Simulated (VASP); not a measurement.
Band structure of HgO (relaxed from the zinc blende structure, space group F-43m). These are PBEsol GGA, VASP's PBE PAW potentials (set 64) (plane waves; VASP) values and carry that method's errors.

Unless said otherwise, spin-orbit coupling is left out, though it shifts the bands of the heavy elements here.

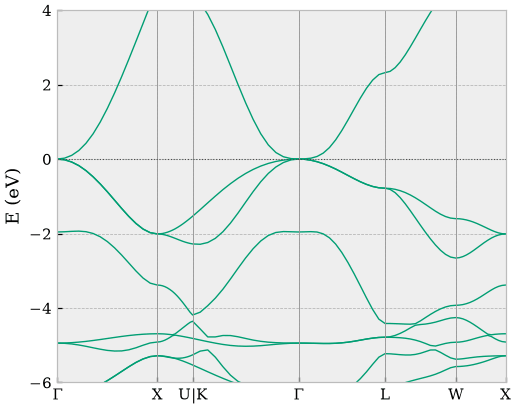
Bands along high-symmetry lines, zero at the valence-band maximum or, without a gap, the Fermi level

### Question
Read the plot: is there a gap, and where are the band edges?

### Answer
It has no gap at this level: it comes out as a metal or semimetal. (Edges off the drawn lines would not show.)

The structure was generated: HgO was put into the zinc blende type (F-43m), which need not be its known phase. It was relaxed first, which changed the volume by +48 %.
